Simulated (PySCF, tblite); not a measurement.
**C5H9NO2Si2: geometry, infrared bands and NMR shifts**

What infrared bands and NMR shifts should C5H9NO2Si2 (`O=C(O)C1=C[Si@@H](N[SiH3])C=C1`) show?

Computed with tblite 0.8.0 and PySCF 2.14.0, with density-fitted response routines of our own, on a single molecule in the gas phase. Atoms are numbered from 0 throughout.

## (1) The starting structure

19 atoms, charge 0, multiplicity 1; geometry from: force field or distance geometry start.

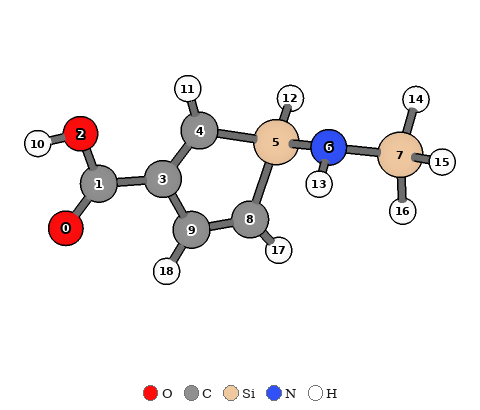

As it starts; oxygen red, carbon grey, silicon light orange, nitrogen blue, hydrogen white, atoms numbered.

## (2) Optimising the geometry with GFN2-xTB

The job: settings as JSON, then the geometry in Å.

```
{"job": {"kind": "relax", "xc": "GFN2-xTB", "basis": "xTB"}, "charge": 0, "multiplicity": 1}
O     -3.956800    -0.669200     0.676300
C     -3.164100     0.181700     0.314600
O     -3.514200     1.457700     0.163200
C     -1.729700    -0.056700     0.025400
C     -0.856700     0.892500    -0.334200
Si     0.844200     0.193600    -0.611400
N      1.872200     0.787100     0.584800
Si     3.456100     0.243300     0.347700
C      0.168800    -1.484100    -0.155900
C     -1.151800    -1.404000     0.140900
H     -4.478800     1.458800     0.383800
H     -1.066600     1.940900    -0.478700
H      1.322100     0.334500    -1.990100
H      1.543000     0.484200     1.495900
H      3.968100     0.753800    -0.943700
H      4.259200     0.760300     1.475200
H      3.463100    -1.238100     0.397700
H      0.770200    -2.378000    -0.151800
H     -1.758200    -2.248800     0.429600
```

Run with:

```sh
$ OMP_NUM_THREADS=1 python probes_run.py task.json out
```

The driver reads the jobs from task.json and runs them one after another.

The log of the run:

```text
step      E/eV     max force
  0    -810.39704    2.305
  1    -810.53124    0.784
  2    -810.57456    0.587
  3    -810.61160    0.567
  4    -810.66878    0.791
  5    -810.71703    0.639
  6    -810.74836    0.374
  7    -810.76640    0.319
  8    -810.78084    0.290
  9    -810.79709    0.269
 10    -810.80809    0.239
 11    -810.81956    0.296
 12    -810.83164    0.320
 13    -810.84492    0.247
 14    -810.85575    0.211
 15    -810.86286    0.180
 16    -810.86804    0.213
 17    -810.87309    0.210
 18    -810.87781    0.289
 19    -810.88121    0.169
 20    -810.88388    0.112
 21    -810.88634    0.120
 22    -810.88910    0.106
 23    -810.89198    0.114
 24    -810.89432    0.106
 25    -810.89612    0.081
 26    -810.89776    0.091
 27    -810.89963    0.126
 28    -810.90190    0.132
 29    -810.90450    0.112
 30    -810.90686    0.096
 31    -810.90859    0.108
 32    -810.90985    0.110
 33    -810.91088    0.079
 34    -810.91179    0.060
 35    -810.91239    0.048
 36    -810.91277    0.054
 37    -810.91316    0.056
 38    -810.91367    0.063
 39    -810.91425    0.059
 40    -810.91478    0.053
 41    -810.91522    0.054
 42    -810.91563    0.053
 43    -810.91601    0.047
 44    -810.91632    0.039
 45    -810.91657    0.039
 46    -810.91681    0.041
 47    -810.91712    0.049
 48    -810.91743    0.049
 49    -810.91767    0.037
 50    -810.91785    0.040
 51    -810.91806    0.056
 52    -810.91830    0.053
 53    -810.91851    0.035
 54    -810.91866    0.024
 55    -810.91877    0.026
 56    -810.91888    0.034
 57    -810.91901    0.033
 58    -810.91911    0.019
 59    -810.91917    0.020
 60    -810.91923    0.020
 61    -810.91929    0.023
 62    -810.91937    0.022
 63    -810.91943    0.018
 64    -810.91948    0.016
 65    -810.91952    0.018
 66    -810.91958    0.021
 67    -810.91967    0.026
 68    -810.91980    0.029
 69    -810.91992    0.026
 70    -810.92001    0.019
 71    -810.92008    0.020
 72    -810.92015    0.018
 73    -810.92026    0.025
 74    -810.92041    0.040
 75    -810.92062    0.050
 76    -810.92086    0.050
 77    -810.92112    0.040
 78    -810.92137    0.038
 79    -810.92161    0.034
 80    -810.92184    0.041
 81    -810.92204    0.040
 82    -810.92224    0.033
 83    -810.92245    0.038
 84    -810.92267    0.032
 85    -810.92287    0.031
 86    -810.92302    0.028
 87    -810.92313    0.029
 88    -810.92325    0.026
 89    -810.92333    0.024
 90    -810.92339    0.020
 91    -810.92343    0.013
 92    -810.92347    0.014
 93    -810.92352    0.018
 94    -810.92362    0.026
 95    -810.92373    0.023
 96    -810.92380    0.013
 97    -810.92383    0.010
 98    -810.92385    0.009
```

Wall time 1.8 s (1 thread of Arm Neoverse N1, shared host).

Relaxation path: (not every step is listed)

| step | energy from step 0 (eV) | largest force (eV/Å) |
| --- | --- | --- |
| 0 | 0.0000 | 2.3054 |
| 1 | -0.1342 | 0.7837 |
| 2 | -0.1775 | 0.5871 |
| 3 | -0.2146 | 0.5675 |
| 4 | -0.2717 | 0.7905 |
| 5 | -0.3200 | 0.6386 |
| 6 | -0.3513 | 0.3737 |
| 7 | -0.3694 | 0.3190 |
| 8 | -0.3838 | 0.2901 |
| 16 | -0.4710 | 0.2131 |
| 24 | -0.4973 | 0.1062 |
| 32 | -0.5128 | 0.1102 |
| 40 | -0.5177 | 0.0530 |
| 48 | -0.5204 | 0.0492 |
| 56 | -0.5218 | 0.0343 |
| 64 | -0.5224 | 0.0157 |
| 72 | -0.5231 | 0.0185 |
| 80 | -0.5248 | 0.0407 |
| 88 | -0.5262 | 0.0263 |
| 93 | -0.5265 | 0.0184 |
| 94 | -0.5266 | 0.0257 |
| 95 | -0.5267 | 0.0231 |
| 96 | -0.5268 | 0.0133 |
| 97 | -0.5268 | 0.0102 |
| 98 | -0.5268 | 0.0088 |

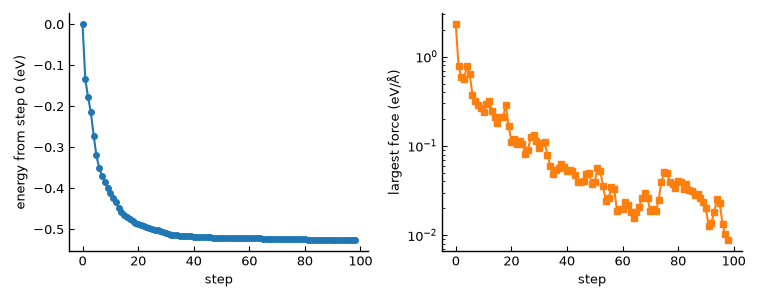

Energy and force, step by step.

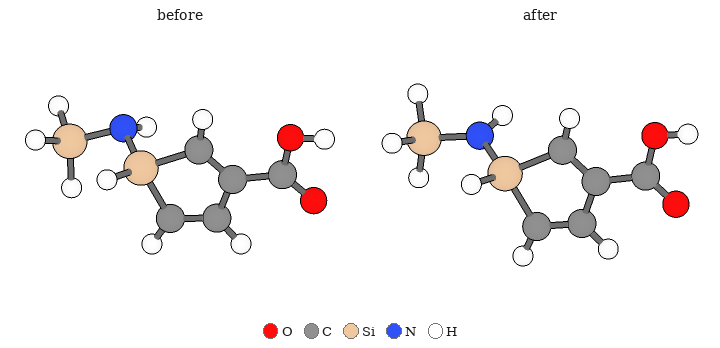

The geometry before (left) and after (right).

Distances of close pairs at the start and the end, largest changes first:

| bond | before (Å) | after (Å) | change (Å) |
| --- | --- | --- | --- |
| N6–Si7 | 1.691 | 1.736 | +0.045 |
| Si5–N6 | 1.685 | 1.727 | +0.042 |
| C4–Si5 | 1.860 | 1.891 | +0.031 |
| Si5–C8 | 1.865 | 1.890 | +0.025 |
| C8–C9 | 1.356 | 1.335 | -0.020 |
| Si7–H14 | 1.480 | 1.460 | -0.020 |
| O2–H10 | 0.990 | 0.970 | -0.020 |
| Si7–H16 | 1.482 | 1.467 | -0.016 |

The end geometry stands in the next job.

## (3) Harmonic vibrations with GFN2-xTB

The job: settings as JSON, then the geometry in Å.

```
{"job": {"kind": "ir", "xc": "GFN2-xTB", "basis": "xTB"}, "charge": 0, "multiplicity": 1}
O     -4.036472    -0.681895     0.519006
C     -3.210135     0.171752     0.303713
O     -3.527860     1.479461     0.323521
C     -1.788392    -0.080786     0.005588
C     -0.873088     0.871113    -0.244096
Si     0.789579     0.039865    -0.590683
N      2.011757     0.591311     0.498459
Si     3.720620     0.294125     0.420918
C     -0.012887    -1.640347    -0.265955
C     -1.311031    -1.465030    -0.006081
H     -4.470453     1.578919     0.529289
H     -1.133064     1.914570    -0.261786
H      1.258882     0.209972    -1.964047
H      1.671823     0.893575     1.397843
H      4.138651     0.646139    -0.933340
H      4.310466     1.168846     1.433633
H      4.040595    -1.110458     0.696460
H      0.432592    -2.620730    -0.294223
H     -2.021388    -2.251151     0.200856
```

The log of the run:

```text
mode    cm-1     km/mol
  1      25.8      0.57
  2      34.1      2.02
  3      49.8      0.13
  4      70.6      0.51
  5     138.3      1.18
  6     157.6      1.51
  7     164.8      0.89
  8     206.6      2.87
  9     308.2     18.31
 10     334.5     59.31
 11     370.0     20.44
 12     432.4     14.70
 13     462.1     16.10
 14     506.5     15.09
 15     561.3     39.61
 16     564.9     28.19
 17     580.2     69.59
 18     611.9     66.65
 19     634.4     66.63
 20     649.1    133.66
 21     703.3     40.22
 22     719.8    239.72
 23     755.7    212.60
 24     768.1     78.10
 25     777.4      0.45
 26     791.5    217.68
 27     800.6    129.19
 28     803.5    146.49
 29     818.4    288.38
 30     881.0     23.61
 31     920.7      0.66
 32     984.7    334.85
 33    1052.2     63.23
 34    1110.0     31.63
 35    1121.5    235.44
 36    1189.2    364.70
 37    1199.9     29.04
 38    1251.7    124.78
 39    1330.4     31.82
 40    1566.9      3.62
 41    1619.8     18.02
 42    1749.8    492.63
 43    2219.2    340.70
 44    2260.4    233.21
 45    2269.0     61.45
 46    2283.5    562.37
 47    3082.6     12.52
 48    3100.5     37.66
 49    3121.2     14.72
 50    3453.0     35.17
 51    3464.7      2.29
```

It took 1.8 s on 1 thread of Arm Neoverse N1, shared host.

The strongest bands and the atoms that carry them (share of the mass-weighted mode):

| cm⁻¹ | km/mol | atoms |
| --- | --- | --- |
| 720 | 239.7 | C1 19 %, N6 18 %, C8 12 % |
| 818 | 288.4 | Si7 17 %, H16 14 %, H14 14 %, H15 13 % |
| 985 | 334.9 | N6 49 %, H13 24 %, Si5 15 % |
| 1122 | 235.4 | H10 33 %, O2 26 %, C1 12 % |
| 1189 | 364.7 | H13 70 %, N6 26 % |
| 1750 | 492.6 | C1 63 %, O0 35 % |
| 2219 | 340.7 | H16 94 % |
| 2284 | 562.4 | H14 68 %, H12 27 % |

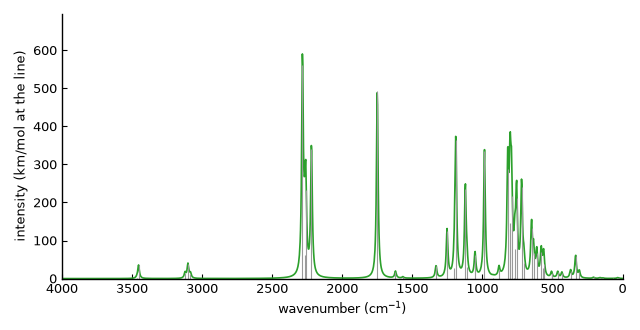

The infrared spectrum from these modes, unscaled. Lines are broadened to a width of 14 cm⁻¹ (Lorentzian).

## (4) Shielding tensors: PBE0/pcSseg-1

The job, as its differences from that of step 3:

```diff
@@ -1,2 +1,2 @@
-{"job": {"kind": "ir", "xc": "GFN2-xTB", "basis": "xTB"}, "charge": 0, "multiplicity": 1}
+{"job": {"kind": "nmr", "xc": "PBE0", "basis": "pcSseg-1"}, "charge": 0, "multiplicity": 1}
 O     -4.036472    -0.681895     0.519006
```

Level: GIAO PBE0/pcSseg-1 NMR shielding, non-relativistic, gas phase.

The log of the run:

```text
coarse grid: 17496 points
cycle   1  E = -979.1262719653  dE =  1.609e+00  |g| = 1.018e+00  |ddm| = 4.248e+00
cycle   2  E = -978.7718407788  dE =  3.544e-01  |g| = 1.712e+00  |ddm| = 2.287e+00
cycle   3  E = -979.3055729003  dE = -5.337e-01  |g| = 3.219e-01  |ddm| = 1.694e+00
cycle   4  E = -979.3249752558  dE = -1.940e-02  |g| = 8.550e-02  |ddm| = 3.054e-01
cycle   5  E = -979.3260452273  dE = -1.070e-03  |g| = 3.174e-02  |ddm| = 8.055e-02
cycle   6  E = -979.3262748168  dE = -2.296e-04  |g| = 9.976e-03  |ddm| = 4.139e-02
cycle   7  E = -979.3262977395  dE = -2.292e-05  |g| = 3.145e-03  |ddm| = 1.125e-02
cycle   8  E = -979.3262999644  dE = -2.225e-06  |g| = 7.873e-04  |ddm| = 2.940e-03
final grid: 161648 points
cycle   9  E = -979.4019936633  dE = -1.986e-05  |g| = 1.244e-02  |ddm| = 3.099e-02
cycle  10  E = -979.4019418574  dE =  5.181e-05  |g| = 2.062e-02  |ddm| = 2.789e-02
cycle  11  E = -979.4020227659  dE = -8.091e-05  |g| = 3.087e-03  |ddm| = 1.865e-02
cycle  12  E = -979.4020245963  dE = -1.830e-06  |g| = 3.860e-04  |ddm| = 2.478e-03
cycle  13  E = -979.4020246177  dE = -2.141e-08  |g| = 1.471e-04  |ddm| = 3.228e-04
cycle  14  E = -979.4020246224  dE = -4.658e-09  |g| = 3.849e-05  |ddm| = 1.536e-04
cycle  15  E = -979.4020246226  dE = -2.524e-10  |g| = 2.124e-05  |ddm| = 5.398e-05
converged SCF energy = -979.4020246226

GIAO shielding tensors (ppm)
atom      isotropic    diamagn.    paramagn.     s11        s22        s33       span
  0 O      -96.426     400.702    -497.128   -323.634   -246.606    280.962    604.596
  1 C       18.321     244.853    -226.532    -82.351     61.019     76.295    158.646
  2 O      131.832     389.840    -258.007    -15.448    156.460    254.484    269.932
  3 C       32.441     261.734    -229.293    -81.638     52.736    126.225    207.863
  4 C       36.757     259.926    -223.170    -76.784     14.484    172.569    249.353
  5 Si     361.408     882.148    -520.740    303.519    389.238    391.467     87.947
  6 N      267.392     326.145     -58.753    242.065    251.238    308.872     66.807
  7 Si     402.208     878.480    -476.272    357.679    383.978    464.966    107.287
  8 C       49.105     264.390    -215.285    -60.977     35.790    172.503    233.480
  9 C       33.051     252.904    -219.852    -89.277     42.459    145.971    235.248
 10 H       25.577      27.075      -1.498     20.726     22.506     33.499     12.773
 11 H       24.446      33.658      -9.213     20.624     24.615     28.099      7.476
 12 H       26.438      30.225      -3.787     23.347     24.717     31.250      7.903
 13 H       31.776      34.585      -2.809     22.099     30.003     43.225     21.127
 14 H       26.826      27.889      -1.063     23.397     25.479     31.602      8.205
 15 H       26.874      27.284      -0.410     23.211     25.107     32.303      9.091
 16 H       26.811      28.002      -1.192     22.601     25.373     32.458      9.857
 17 H       25.463      32.330      -6.867     23.081     25.994     27.313      4.232
 18 H       24.074      33.139      -9.065     21.537     22.308     28.377      6.840
```

It took 2.2 min on 1 thread of Arm Neoverse N1, shared host; peak memory 1 GiB.

The references, computed at this level on geometries of the same kind, shield at (ppm): 1H TMS 31.72, 13C TMS 186.9, 29Si TMS 349.2, 15N NH3 267.7, 17O H2O 336.1. Their shielding less the atom's gives the shift. The references are single molecules in the gas phase, so shifts against H2O, NH3, PH3, H3PO4 or CFCl3 are not on the usual liquid scales and can be off by tens of ppm. Atoms listed in one row are averaged.

| atoms | environment | σ (ppm) | δ (ppm) | δ scaled to CDCl3 |
| --- | --- | --- | --- | --- |
| C1 | carboxylic acid carbon | 18.3 | 168.6 | 162.6 |
| C3 | α carbon of a C=C–C=O unit | 32.4 | 154.5 | 148.9 |
| C9 | alkene CH | 33.1 | 153.9 | 148.3 |
| C4 | β carbon of a C=C–C=O unit | 36.8 | 150.2 | 144.6 |
| C8 | alkene CH | 49.1 | 137.8 | 132.6 |
| H18 | hydrogen on an alkene CH | 24.07 | 7.64 | 7.31 |
| H11 | hydrogen on a β carbon of a C=C–C=O unit | 24.45 | 7.27 | 6.96 |
| H17 | hydrogen on an alkene CH | 25.46 | 6.25 | 6.00 |
| H10 | hydrogen on an acid hydroxyl oxygen | 25.58 | 6.14 | – |
| H12 | hydrogen on a silicon bonded to 2 C, N, in a 5-membered ring | 26.44 | 5.28 | – |
| H14, H15, H16 | hydrogen on a silicon bonded to N | 26.84 | 4.88 | – |
| H13 | hydrogen on a nitrogen bonded to 2 Si | 31.78 | -0.06 | – |
| O0 | carbonyl oxygen | -96.4 | 432.5 | – |
| O2 | acid hydroxyl oxygen | 131.8 | 204.2 | – |
| Si5 | silicon bonded to 2 C, N, H, in a 5-membered ring | 361.4 | -12.2 | – |
| Si7 | silicon bonded to N, 3 H | 402.2 | -53.0 | – |
| N6 | nitrogen bonded to 2 Si, H | 267.4 | 0.3 | – |

The scaled column applies a straight-line fit of computed shieldings to shifts measured in CDCl3 (root-mean-square error 0.16 ppm for H, 1.9 ppm for C).

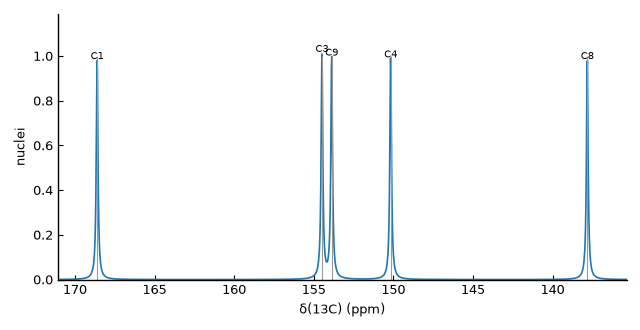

13C lines at the computed shifts, without couplings. Lines are broadened to a width of 0.12 ppm (Lorentzian).

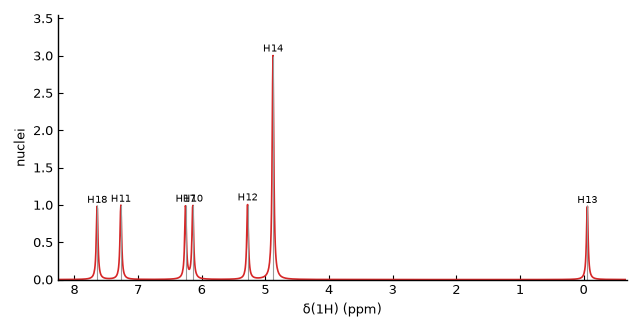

1H lines at the computed shifts, without couplings. Lines are broadened to a width of 0.03 ppm (Lorentzian).

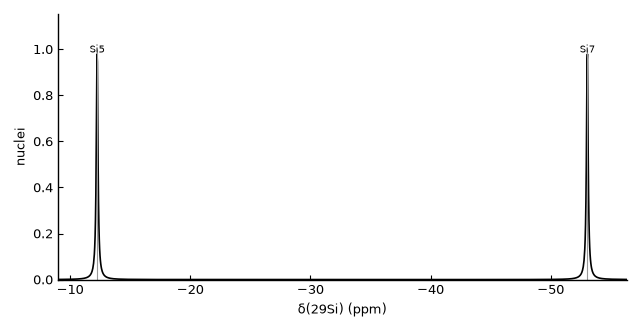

29Si lines at the computed shifts, without couplings. Lines are broadened to a width of 0.16 ppm (Lorentzian).

The run also stored atomic charges by several schemes (e):

| atoms | Mulliken | IAO | Hirshfeld | ESP fit |
| --- | --- | --- | --- | --- |
| O0 | -0.40 | -0.47 | -0.27 | -0.54 |
| C1 | 0.58 | 0.52 | 0.20 | 0.65 |
| O2 | -0.37 | -0.48 | -0.17 | -0.61 |
| C3 | -0.36 | -0.04 | -0.01 | 0.17 |
| C4 | -0.28 | -0.40 | -0.12 | -0.56 |
| Si5 | 1.03 | 1.02 | 0.39 | 0.81 |
| N6 | -0.83 | -0.93 | -0.33 | -0.82 |
| Si7 | 0.62 | 0.76 | 0.36 | 0.51 |
| C8 | -0.37 | -0.46 | -0.15 | -0.49 |
| C9 | 0.00 | -0.13 | -0.04 | -0.15 |

Mulliken charges:

O0 -0.40; C1 0.58; O2 -0.37; C3 -0.36; C4 -0.28; Si5 1.03; N6 -0.83; Si7 0.62; C8 -0.37; C9 0.00; H10 0.24; H11 0.10; H12 -0.07; H13 0.23; H14 -0.10; H15 -0.11; H16 -0.10; H17 0.11; H18 0.09

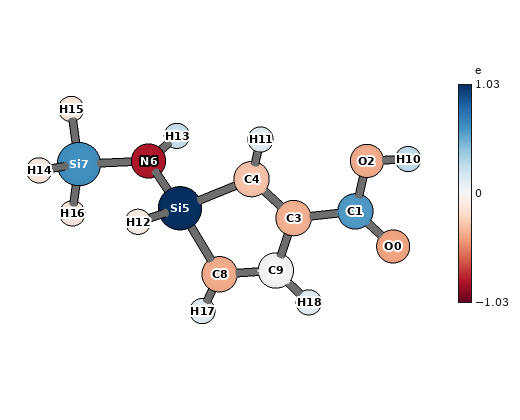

Mulliken charges, as colours on the atoms.

Mayer bond orders: O0–C1 1.95, C1–O2 1.15, C1–C3 0.96, C3–C4 1.77, C4–Si5 0.84, Si5–N6 1.00, N6–Si7 0.94, Si5–C8 0.85, C8–C9 1.86, C9–C3 1.06.

Ring of atoms C3, C4, Si5, C8, C9: NICS(0) 2.5, NICS(1) -0.9, NICS(1)zz 4.4 ppm (means of both faces).

Orbitals, density, ELF and potential are computed afterwards from the orbital file.

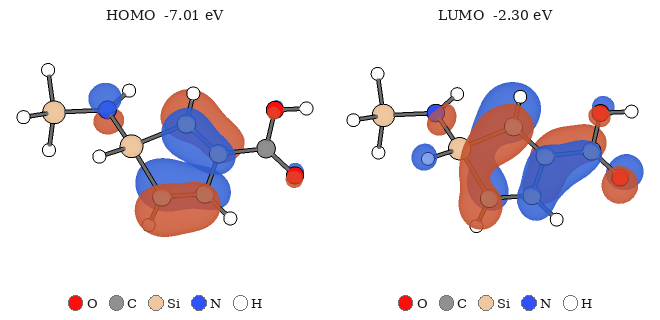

Frontier orbitals at PBE0/pcSseg-1; each surface holds 70 % of the orbital's density, blue and red mark the sign.

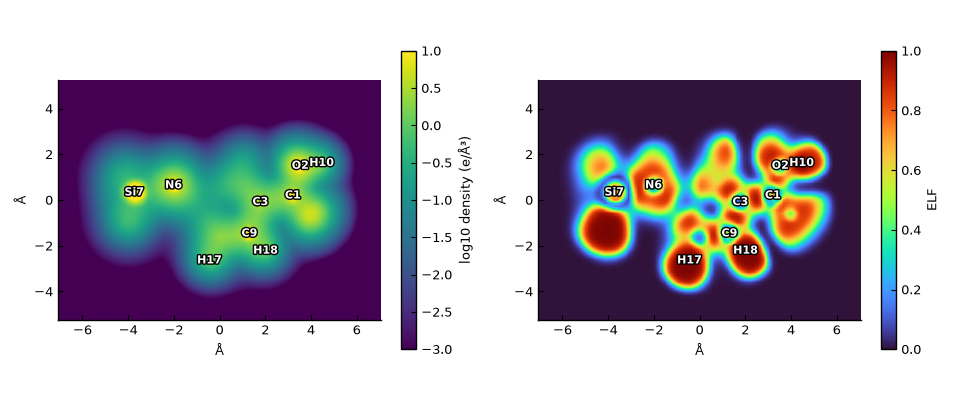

Density (left) and ELF (right) in a plane through or near 9 of the atoms.

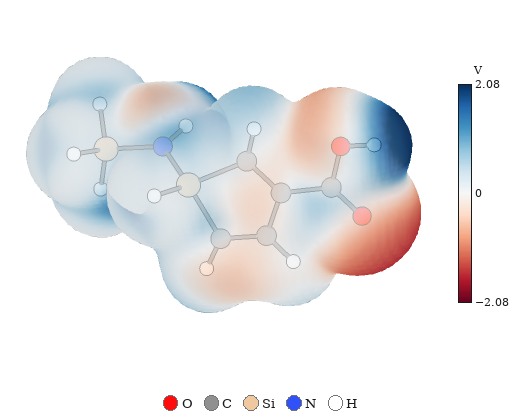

Electrostatic potential on the surface of density 0.002 e/bohr³; red is low, blue high. It runs from -1.53 V near O0 to 2.08 V near H10.

## (5) What came out

| quantity | value |
| --- | --- |
| strongest single infrared mode (GFN2-xTB) | 2284 cm⁻¹, 562 km/mol |
| zero-point energy (GFN2-xTB) | 78.7 kcal/mol |
| 13C shifts against TMS (PBE0/pcSseg-1) | 168.6, 154.5, 153.9, 150.2, 137.8 ppm |
| 1H shifts against TMS (PBE0/pcSseg-1, means over atoms taken as alike) | 7.64, 7.27, 6.25, 6.14, 5.28, 4.88, -0.06 ppm |
| 17O shifts against H2O (PBE0/pcSseg-1) | 432.5, 204.2 ppm |
| 29Si shifts against TMS (PBE0/pcSseg-1) | -12.2, -53.0 ppm |
| 15N shifts against NH3 (PBE0/pcSseg-1) | 0.3 ppm |
| surface potential, least and greatest | -1.53 V and 2.08 V |

The optimisation took 98 steps and gained 0.527 eV; among the close pairs (by a distance rule), N6–Si7 changed most, from 1.691 to 1.736 Å. No mode is imaginary among the 51: a minimum at this level. The strongest single mode, at 2284 cm⁻¹, moves mainly H14. GFN2-xTB is a fitted tight-binding method: band positions and strengths are rough. Its intensities can rank the bands wrongly. At PBE0/pcSseg-1: The widest tensor belongs to O0: span 605 ppm, with a paramagnetic part of -497 ppm. At PBE0/pcSseg-1, counted by nearest atom on the grid, the HOMO lies on C8 28 %; C4 22 %, the LUMO on C4 25 %; C3 16 %.
